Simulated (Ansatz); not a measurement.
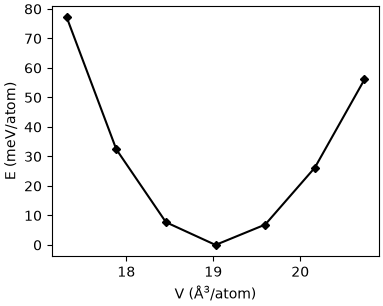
Figure: ZrSe in space group P-6m2 (No. 187; Zr on 1a, Se on 1d) under volume change, the program Ansatz at the LDA level (PAW), shape and atoms relaxed at each volume.

Question: What does a third-order Birch–Murnaghan fit give for V₀, B₀ and B′?

Answer: V₀ = 19.03 Å³/atom, B₀ = 136 GPa, B′ = 4.3.

The workflow started from a Materials Project entry (that database holds measured and hypothetical structures alike); the Crystallography Open Database copy checked does not list it. Whether it is the stable phase at ambient conditions was not checked. The cell was relaxed with LDA under the symmetry of its start; whether a distortion lowers the energy is not shown. The run is not spin-polarised.

Potentials: the later of the program's two PAW sets.
